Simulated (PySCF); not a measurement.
C₃H₇Al: spin–spin coupling calculation

The run: spin–spin coupling calculation of C₃H₇Al. Method and program: BLYP/STO-3G indirect spin-spin coupling, non-relativistic, gas phase (PySCF 2.14.0).

Some settings of this run were made unusual or wrong on purpose. The geometry comes from this level: GFN2-xTB, altered. Figures and captions count atoms from 1; the log counts them from 0 in places.

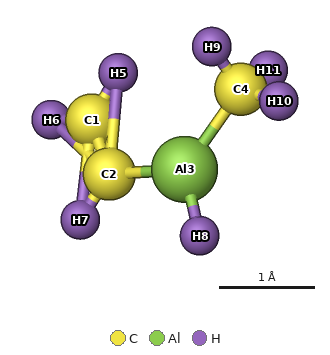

Fig. 1: The structure as given in the input (ball-and-stick view, seen at a tilt; atoms are numbered from 1 in the order of the input). Sticks mark near contacts. Bond lengths as drawn: Al–C 1.05 Å, Al–H 0.82 Å, C–C 0.71 Å and C–H 0.57 to 1.13 Å.

### What the run reported

| quantity | value |
| --- | --- |
| outcome | converged |
| total energy | −347.766077 hartree |
| HOMO | 0.61 eV |
| LUMO | 2.70 eV |
| dipole moment | 0.17 D |
| hardware | 1 CPU thread, shared host |
| wall time | 1.3 s |
| peak memory | 0.31 GiB |

Some settings of this run were drawn to be unusual or wrong. It converged; results that depend on the unusual settings are not reference values.

### Input file
```
{"job": {"kind": "j", "xc": "BLYP", "basis": "STO-3G", "scf": {"max_cycle": 59}}, "charge": 0, "multiplicity": 1}
C      1.050122    -0.043120     0.266269
C      0.664610    -0.521746    -0.081265
Al    -0.352243    -0.350638    -0.275160
C     -0.905599     0.500168     0.000694
H      0.817400     0.447185     0.449481
H      1.606610    -0.107920     0.387408
H      0.938330    -1.003469    -0.247971
H     -0.737150    -0.950763    -0.683227
H     -0.700099     0.991367    -0.229377
H     -1.456816     0.453693    -0.174621
H     -0.922295     0.586654     0.574033
```

The first line tells a small driver script what to run in PySCF; the rest is the geometry in Å.

Command:
```bash
OMP_NUM_THREADS=1 python <driver script> task.json out
```

### Output
```
final grid: 83120 points
cycle   1  E = -347.6132620760  dE =  1.086e+01  |g| = 8.063e-01  |ddm| = 1.006e+01
cycle   2  E = -347.7273598124  dE = -1.141e-01  |g| = 4.074e-01  |ddm| = 5.578e+00
cycle   3  E = -347.7650554856  dE = -3.770e-02  |g| = 6.331e-02  |ddm| = 1.917e+00
cycle   4  E = -347.7660683258  dE = -1.013e-03  |g| = 5.462e-03  |ddm| = 2.274e-01
cycle   5  E = -347.7660769717  dE = -8.646e-06  |g| = 9.368e-04  |ddm| = 3.537e-02
cycle   6  E = -347.7660772705  dE = -2.989e-07  |g| = 6.365e-05  |ddm| = 5.597e-03
cycle   7  E = -347.7660772720  dE = -1.509e-09  |g| = 3.706e-05  |ddm| = 7.915e-04
cycle   8  E = -347.7660772731  dE = -1.027e-09  |g| = 1.681e-06  |ddm| = 3.236e-04
cycle   9  E = -347.7660772731  dE = -2.387e-12  |g| = 1.275e-07  |ddm| = 1.031e-05
converged SCF energy = -347.7660772731

Indirect spin-spin couplings (Hz)
  i      j    bonds     total        FC       PSO       DSO        SD
  0 C    1 C    1     18.440    42.303   -26.253     2.391         -
  0 C    2 Al   2     49.988    14.749    35.526    -0.288         -
  0 C    3 C    3     16.106    16.089     0.177    -0.160         -
  0 C    4 H    1     -2.675    -0.215   -15.385    12.925         -
  0 C    5 H    1     14.123    16.368   -14.367    12.122         -
  0 C    6 H    2    -25.478    -4.899   -18.247    -2.332         -
  0 C    7 H    3      7.974     9.091     2.556    -3.673         -
  0 C    8 H    4      2.957     2.643     0.391    -0.077         -
  0 C    9 H    4      0.440     2.273     0.502    -2.336         -
  0 C   10 H    4      2.944     2.632     0.391    -0.080         -
  1 C    2 Al   1     41.601   -17.529    58.169     0.961         -
  1 C    3 C    2      9.137     8.893     0.750    -0.506         -
  1 C    4 H    2      0.236    21.390   -19.108    -2.046         -
  1 C    5 H    2    -21.562    -0.450   -18.328    -2.785         -
  1 C    6 H    1      3.852    21.023   -31.296    14.125         -
  1 C    7 H    2     39.688    37.429     4.204    -1.945         -
  1 C    8 H    3      0.688     0.648     1.299    -1.259         -
  1 C    9 H    3     -1.592     0.941     0.615    -3.148         -
  1 C   10 H    3      0.660     0.623     1.299    -1.262         -
  2 Al   3 C    1    -79.775   -47.629   -32.851     0.706         -
  2 Al   4 H    3     83.463    53.554    29.675     0.234         -
  2 Al   5 H    3     55.821    29.051    29.938    -3.168         -
  2 Al   6 H    2     53.955     3.353    52.386    -1.784         -
  2 Al   7 H    1    -99.653   -25.656   -78.984     4.987         -
  2 Al   8 H    2    -18.251     1.006   -18.092    -1.165         -
  2 Al   9 H    2    -33.006    -2.182   -29.745    -1.079         -
  2 Al  10 H    2    -18.205     1.013   -18.051    -1.167         -
  3 C    4 H    4      1.433    -0.285     0.311     1.407         -
  3 C    5 H    4     -1.591    -0.132     0.524    -1.983         -
  3 C    6 H    3     -2.422     0.159     0.719    -3.300         -
  3 C    7 H    2     44.532    49.341    -1.946    -2.863         -
  3 C    8 H    1     31.021    20.612    -1.575    11.984         -
  3 C    9 H    1     33.291    23.185    -1.755    11.861         -
  3 C   10 H    1     31.015    20.604    -1.571    11.982         -
  4 H    5 H    2    -10.123     8.648    -5.790   -12.980         -
  4 H    6 H    3     10.660    49.026   -14.706   -23.660         -
  4 H    7 H    4     -3.239     8.539     2.344   -14.121         -
  4 H    8 H    5      6.391    -0.569    -0.990     7.950         -
  4 H    9 H    5     -4.644     0.923     1.039    -6.606         -
  4 H   10 H    5      6.412    -0.539    -0.989     7.940         -
  5 H    6 H    3     40.585    56.393   -13.614    -2.194         -
  5 H    7 H    4     -1.168     7.643     2.945   -11.756         -
  5 H    8 H    5     -4.375     0.190     1.285    -5.851         -
  5 H    9 H    5     -7.735     0.720     1.254    -9.709         -
  5 H   10 H    5     -4.365     0.201     1.285    -5.852         -
  6 H    7 H    3      3.789     1.317     4.473    -2.001         -
  6 H    8 H    4     -8.352    -0.066     2.265   -10.551         -
  6 H    9 H    4     -9.494     0.527     1.821   -11.842         -
  6 H   10 H    4     -8.352    -0.066     2.263   -10.549         -
  7 H    8 H    3    -15.874    -1.025    -0.434   -14.414         -
  7 H    9 H    3      8.515    11.510    -1.938    -1.057         -
  7 H   10 H    3    -15.864    -1.031    -0.431   -14.401         -
  8 H    9 H    2     -7.431    -8.373     7.990    -7.048         -
  8 H   10 H    2     -4.828    -6.814     8.460    -6.474         -
  9 H   10 H    2     -7.367    -8.381     7.997    -6.984         -
```
